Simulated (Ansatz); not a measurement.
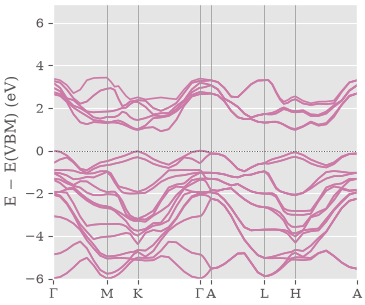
*Band structure from plane-wave PAW r²SCAN+D4 with spin–orbit coupling (Ansatz code)*

Q: Read off the gap and where the band edges lie.

A: About 0.9 eV (0.90 eV by a search for the band edges); maximum at Γ, minimum on the K–Γ line, 41 % of the way from K.

The material is Te2Mo in space group P6_3/mmc (No. 194; Mo on 2c, Te on 4f).

Symmetry was held in the r²SCAN+D4 relaxation. The run is not spin-polarised.

Potentials: the later of the program's two PAW sets.
